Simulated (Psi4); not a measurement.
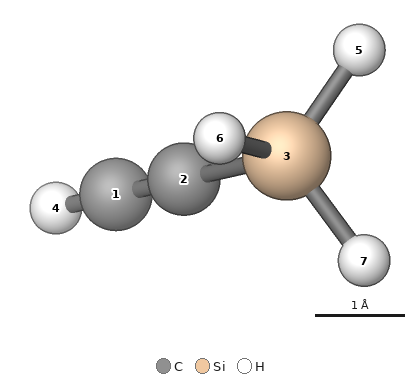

*The structure (ball-and-stick view, seen at a tilt; atoms are numbered from 1 in the order of the input).*

Bond lengths as drawn: C–C 1.21 Å, C–H 1.07 Å, C–Si 1.82 Å and H–Si 1.48 Å.

## C₂H₄Si: energy and gradient calculation

C₂H₄Si, computed with B3LYP/cc-pVDZ, RKS (Psi4 1.11).

The geometry comes from this level: PBE0-D4/def2-TZVP.

Input (job.in):
```
memory 1600 mb

molecule geom {
  0 1
  C     -0.580700    -1.871400     0.172200
  C     -0.218500    -0.726500     0.062400
  Si     0.329800     1.004300    -0.103800
  H     -0.901000    -2.883500     0.269300
  H     -0.094500     1.528300    -1.425000
  H     -0.281700     1.818100     0.974900
  H      1.807900     1.062900     0.004400
  units angstrom
  symmetry c1
}

set {
  basis    cc-pVDZ
  scf_type df
  guess    sadno
}

e_tot, wfn = gradient("b3lyp", return_wfn=True)
print_variables()
```

Hardware: 1 thread of AMD EPYC (Zen 5), 16 GiB of memory available, shared host.

Launched with:
```bash
psi4 -n 1 job.in job.out
```

The program's output:
```
Psi4 1.11 release

gradient() will perform analytic gradient computation.

   => Loading Basis Set <=

    Name: CC-PVDZ
    Role: ORBITAL
    Keyword: BASIS

         ---------------------------------------------------------
                                   SCF
                              RKS Reference
                        1 Threads,   1525 MiB Core
         ---------------------------------------------------------

  ==> Geometry <==

    Molecular point group: c1
    Full point group: C1

    Geometry (in Angstrom), charge = 0, multiplicity = 1:

       Center              X                  Y                   Z               Mass
    ------------   -----------------  -----------------  -----------------  -----------------
         C           -0.583757463625    -1.843907016579     0.176959752734    12.000000000000
         C           -0.221557463625    -0.699007016579     0.067159752734    12.000000000000
         SI           0.326742536375     1.031792983421    -0.099040247266    27.976926534650
         H           -0.904057463625    -2.856007016579     0.274059752734     1.007825032230
         H           -0.097557463625     1.555792983421    -1.420240247266     1.007825032230
         H           -0.284757463625     1.845592983421     0.979659752734     1.007825032230
         H            1.804842536375     1.090392983421     0.009159752734     1.007825032230

  Running in c1 symmetry.

  Rotational constants: A =      2.84532  B =      0.16144  C =      0.16144 [cm^-1]
  Rotational constants: A =  85300.42220  B =   4839.89335  C =   4839.88315 [MHz]
  Nuclear repulsion =   83.047890735857266

  Charge       = 0
  Multiplicity = 1
  Electrons    = 30
  Nalpha       = 15
  Nbeta        = 15

  ==> Algorithm <==

  SCF Algorithm Type is DF.
  DIIS enabled.
  MOM disabled.
  Fractional occupation disabled.
  Guess Type is SADNO.
  Energy threshold   = 1.00e-08
  Density threshold  = 1.00e-08
  Integral threshold = 1.00e-12

  ==> Primary Basis <==

  Basis Set: CC-PVDZ
    Blend: CC-PVDZ
    Number of shells: 32
    Number of basis functions: 66
    Number of Cartesian functions: 69
    Spherical Harmonics?: true
    Max angular momentum: 2

  ==> DFT Potential <==

   => LibXC <=

    Version 7.1.2

   => Composite Functional: B3LYP <=

    B3LYP Hyb-GGA Exchange-Correlation Functional

    Deriv               =              1
    GGA                 =           TRUE
    Meta                =          FALSE

    Exchange Hybrid     =           TRUE
    MP2 Hybrid          =          FALSE

   => Exchange Functionals <=

    0.0800   Slater exchange
    0.7200         Becke 88

   => Exact (HF) Exchange <=

    0.2000               HF

   => Correlation Functionals <=

    0.1900   Vosko, Wilk & Nusair (VWN5_RPA)
    0.8100   Lee, Yang & Parr

   => LibXC Density Thresholds  <==

    XC_HYB_GGA_XC_B3LYP:  1.00E-15

   => Molecular Quadrature <=

    Radial Scheme          =       TREUTLER
    Pruning Scheme         =           NONE
    Nuclear Scheme         =       TREUTLER

    Blocking Scheme        =         OCTREE
    BS radius alpha        =              1
    Pruning alpha          =              1
    Radial Points          =             75
    Spherical Points       =            302
    Total Points           =         151828
    Total Blocks           =           1193
    Max Points             =            256
    Max Functions          =             66
    Weights Tolerance      =       1.00E-15

   => Loading Basis Set <=

    Name: (CC-PVDZ AUX)
    Role: JKFIT
    Keyword: DF_BASIS_SCF

  ==> Integral Setup <==

  DFHelper Memory: AOs need 0.013 GiB; user supplied 0.857 GiB.
  SCF_SUBTYPE=INCORE selected. In-core MEM_DF algorithm will be used.
  Using in-core AOs.

  ==> MemDFJK: Density-Fitted J/K Matrices <==

    J tasked:                   Yes
    K tasked:                   Yes
    wK tasked:                   No
    Memory [MiB]:               877
    Algorithm:                 Core
    Schwarz Cutoff:           1E-12
    Mask sparsity (%):       0.3673
    Fitting Condition:        1E-10

   => Auxiliary Basis Set <=

  Basis Set: (CC-PVDZ AUX)
    Blend: CC-PVDZ-JKFIT
    Number of shells: 120
    Number of basis functions: 344
    Number of Cartesian functions: 392
    Spherical Harmonics?: true
    Max angular momentum: 3

  Cached 100.0% of DFT collocation blocks in 0.261 [GiB].

  Minimum eigenvalue in the overlap matrix is 6.7891589774E-04.
  Reciprocal condition number of the overlap matrix is 1.6594718924E-04.
    Using symmetric orthogonalization.

  ==> Pre-Iterations <==

   -------------------------------------------------------
    Irrep   Nso     Nmo     Nalpha   Nbeta   Ndocc  Nsocc
   -------------------------------------------------------
     A         66      66      15      15      15       0
   -------------------------------------------------------
    Total      66      66      15      15      15       0
   -------------------------------------------------------

  ==> Iterations <==

                           Total Energy        Delta E     RMS |[F,P]|

   @DF-RKS iter   1:  -367.23866600314602   -3.67239e+02   1.81177e-02 ADIIS/DIIS
   @DF-RKS iter   2:  -367.76686595890038   -5.28200e-01   1.04738e-02 ADIIS/DIIS
   @DF-RKS iter   3:  -367.85447068512536   -8.76047e-02   9.00638e-03 ADIIS/DIIS
   @DF-RKS iter   4:  -368.02157079337258   -1.67100e-01   3.78716e-03 ADIIS/DIIS
   @DF-RKS iter   5:  -368.05631174431574   -3.47410e-02   5.49709e-04 ADIIS/DIIS
   @DF-RKS iter   6:  -368.05715770938127   -8.45965e-04   8.69050e-05 DIIS
   @DF-RKS iter   7:  -368.05718098187617   -2.32725e-05   1.19512e-05 DIIS
   @DF-RKS iter   8:  -368.05718140055097   -4.18675e-07   1.03771e-06 DIIS
   @DF-RKS iter   9:  -368.05718140425114   -3.70017e-09   2.83071e-07 DIIS
   @DF-RKS iter  10:  -368.05718140452279   -2.71655e-10   2.67811e-08 DIIS
   @DF-RKS iter  11:  -368.05718140452507   -2.27374e-12   2.82406e-09 DIIS
  Energy and wave function converged.

  ==> Post-Iterations <==

   Electrons on quadrature grid:
      Ntotal   =   29.9999957079 ; deviation = -4.292e-06

    Orbital Energies [Eh]
    ---------------------

    Doubly Occupied:

       1A    -66.154254     2A    -10.198905     3A    -10.179516
       4A     -5.301237     5A     -3.660265     6A     -3.659155
       7A     -3.659154     8A     -0.754392     9A     -0.586467
      10A     -0.528167    11A     -0.404332    12A     -0.364828
      13A     -0.364813    14A     -0.289253    15A     -0.289250

    Virtual:

      16A      0.001056    17A      0.001060    18A      0.040455
      19A      0.080181    20A      0.101205    21A      0.101926
      22A      0.101942    23A      0.247238    24A      0.261010
      25A      0.261017    26A      0.325663    27A      0.361486
      28A      0.382989    29A      0.382998    30A      0.433794
      31A      0.433798    32A      0.507411    33A      0.517817
      34A      0.517820    35A      0.668404    36A      0.668412
      37A      0.674079    38A      0.727957    39A      0.851970
      40A      0.852020    41A      0.856254    42A      0.966108
      43A      1.038668    44A      1.038670    45A      1.095135
      46A      1.110810    47A      1.110814    48A      1.225092
      49A      1.299478    50A      1.369374    51A      1.369423
      52A      1.410207    53A      1.410252    54A      1.563215
      55A      1.572975    56A      1.572989    57A      1.712510
      58A      1.712540    59A      1.844070    60A      1.982826
      61A      1.982880    62A      1.987907    63A      2.236647
      64A      2.236678    65A      2.442576    66A      3.115015

    Final Occupation by Irrep:
              A
    DOCC [    15 ]
    NA   [    15 ]
    NB   [    15 ]

  @DF-RKS Final Energy:  -368.05718140452507

   => Energetics <=

    Nuclear Repulsion Energy =             83.0478907358572656
    One-Electron Energy =                -670.2582922546625923
    Two-Electron Energy =                 245.9488006046593682
    DFT Exchange-Correlation Energy =     -26.7955804903790451
    Empirical Dispersion Energy =           0.0000000000000000
    VV10 Nonlocal Energy =                  0.0000000000000000
    Total Energy =                       -368.0571814045250676

Computation Completed

Properties will be evaluated at   0.000000,   0.000000,   0.000000 [a0]

Properties computed using the SCF density matrix

 Multipole Moments:

 ------------------------------------------------------------------------------------
     Multipole            Electronic (a.u.)      Nuclear  (a.u.)        Total (a.u.)
 ------------------------------------------------------------------------------------

 L = 1.  Multiply by 2.5417464519 to convert [e a0] to [Debye]
 Dipole X            :         -0.5338216            0.4931733           -0.0406483
 Dipole Y            :         -1.6849113            1.5559807           -0.1289307
 Dipole Z            :          0.1621087           -0.1496803            0.0124284
 Magnitude           :                                                    0.1357566

 ------------------------------------------------------------------------------------

	total time  =          3 seconds =       0.05 minutes

         ------------------------------------------------------------
                                   SCF GRAD
         ------------------------------------------------------------

  ==> Geometry <==

    Molecular point group: c1
    Full point group: C1

    Geometry (in Angstrom), charge = 0, multiplicity = 1:

       Center              X                  Y                   Z               Mass
    ------------   -----------------  -----------------  -----------------  -----------------
         C           -0.583757463625    -1.843907016579     0.176959752734    12.000000000000
         C           -0.221557463625    -0.699007016579     0.067159752734    12.000000000000
         SI           0.326742536375     1.031792983421    -0.099040247266    27.976926534650
         H           -0.904057463625    -2.856007016579     0.274059752734     1.007825032230
         H           -0.097557463625     1.555792983421    -1.420240247266     1.007825032230
         H           -0.284757463625     1.845592983421     0.979659752734     1.007825032230
         H            1.804842536375     1.090392983421     0.009159752734     1.007825032230

  Nuclear repulsion =   83.047890735857266

  ==> Basis Set <==

  Basis Set: CC-PVDZ
    Blend: CC-PVDZ
    Number of shells: 32
    Number of basis functions: 66
    Number of Cartesian functions: 69
    Spherical Harmonics?: true
    Max angular momentum: 2

  ==> DFJKGrad: Density-Fitted SCF Gradients <==

    Gradient:                    1
    J tasked:                  Yes
    K tasked:                  Yes
    wK tasked:                  No
    Integrals threads:           1
    Memory [MiB]:             1144
    Schwarz Cutoff:          1E-12
    Fitting Condition:       1E-10

   => Auxiliary Basis Set <=

  Basis Set: (CC-PVDZ AUX)
    Blend: CC-PVDZ-JKFIT
    Number of shells: 120
    Number of basis functions: 344
    Number of Cartesian functions: 392
    Spherical Harmonics?: true
    Max angular momentum: 3

  ==> DFT Potential <==

   => LibXC <=

    Version 7.1.2

   => Composite Functional: B3LYP <=

    B3LYP Hyb-GGA Exchange-Correlation Functional

    Deriv               =              1
    GGA                 =           TRUE
    Meta                =          FALSE

    Exchange Hybrid     =           TRUE
    MP2 Hybrid          =          FALSE

   => Exchange Functionals <=

    0.0800   Slater exchange
    0.7200         Becke 88

   => Exact (HF) Exchange <=

    0.2000               HF

   => Correlation Functionals <=

    0.1900   Vosko, Wilk & Nusair (VWN5_RPA)
    0.8100   Lee, Yang & Parr

   => LibXC Density Thresholds  <==

    XC_HYB_GGA_XC_B3LYP:  1.00E-15

   => Molecular Quadrature <=

    Radial Scheme          =       TREUTLER
    Pruning Scheme         =           NONE
    Nuclear Scheme         =       TREUTLER

    Blocking Scheme        =         OCTREE
    BS radius alpha        =              1
    Pruning alpha          =              1
    Radial Points          =             75
    Spherical Points       =            302
    Total Points           =         151828
    Total Blocks           =           1193
    Max Points             =            256
    Max Functions          =             66
    Weights Tolerance      =       1.00E-15

  -Total Gradient:
     Atom            X                  Y                   Z
    ------   -----------------  -----------------  -----------------
       1        0.006134623816     0.019364505583    -0.001859833091
       2       -0.005271739584    -0.016626951267     0.001596058397
       3       -0.001216997986    -0.003884284851     0.000412471853
       4        0.001795734779     0.005675513888    -0.000544140118
       5        0.000901848433    -0.001641330914     0.003224486755
       6        0.001373011501    -0.002361664395    -0.002600883810
       7       -0.003716396017    -0.000516917123    -0.000227408622

	total time  =          1 seconds =       0.02 minutes

  Variable Map:
  ----------------------------------------------------------------------------
  "CURRENT ENERGY"              =>    -368.057181404525
  "CURRENT REFERENCE ENERGY"    =>    -368.057181404525
  "DD SOLVATION ENERGY"         =>       0.000000000000
  "DFT FUNCTIONAL TOTAL ENERGY" =>    -368.057181404525
  "DFT TOTAL ENERGY"            =>    -368.057181404525
  "DFT VV10 ENERGY"             =>       0.000000000000
  "DFT XC ENERGY"               =>     -26.795580490379
  "GRID ELECTRONS ALPHA"        =>      14.999997853963
  "GRID ELECTRONS BETA"         =>      14.999997853963
  "GRID ELECTRONS TOTAL"        =>      29.999995707925
  "NUCLEAR REPULSION ENERGY"    =>      83.047890735857
  "ONE-ELECTRON ENERGY"         =>    -670.258292254663
  "PCM POLARIZATION ENERGY"     =>       0.000000000000
  "PE ENERGY"                   =>       0.000000000000
  "SCF ITERATION ENERGY"        =>    -368.057181404525
  "SCF ITERATIONS"              =>      11.000000000000
  "SCF TOTAL ENERGY"            =>    -368.057181404525
  "TWO-ELECTRON ENERGY"         =>     245.948800604659
  "XC GRID RADIAL POINTS"       =>      75.000000000000
  "XC GRID SPHERICAL POINTS"    =>     302.000000000000
  "XC GRID TOTAL POINTS"        =>  151828.000000000000

  Array Variable Map:
  ----------------------------------------------------------------------------
  "CURRENT DIPOLE"              =>      -0.040648311288 ... 0.012428397896 1 by 3
  "CURRENT GRADIENT"            =>       0.006134623816 ... -0.000227408622 7 by 3
  "DFT TOTAL GRADIENT"          =>       0.006134623816 ... -0.000227408622 7 by 3
  "SCF DIPOLE"                  =>      -0.040648311288 ... 0.012428397896 1 by 3
  "SCF TOTAL ENERGIES"          =>    -367.238666003146 ... -368.057181404525 1 by 11
  "SCF TOTAL GRADIENT"          =>       0.006134623816 ... -0.000227408622 7 by 3

    Psi4 run time: 0:00:04.35
```

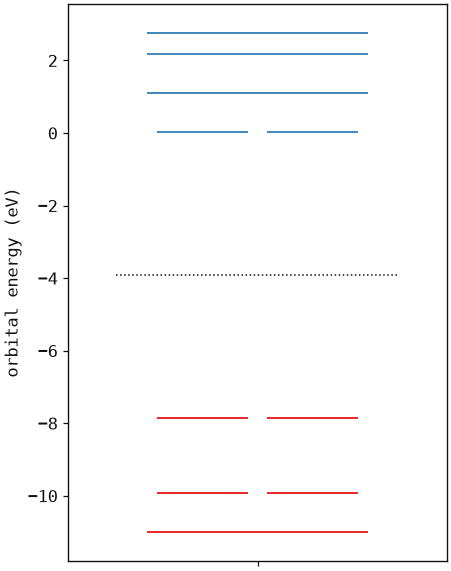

*Orbital energies near the frontier; the dotted line parts filled from empty levels, and levels within 0.02 eV of each other stand side by side.*

Highest filled −7.87 eV, lowest empty 0.03 eV, 7.90 eV apart.

Key numbers:

```tsv
quantity	value
outcome	converged
total energy	−368.057181 hartree
basis functions	66
largest force	1.049 eV/Å
HOMO	−7.87 eV
LUMO	0.03 eV
dipole moment	0.35 D
wall time	5.4 s
peak memory	0.52 GiB
```
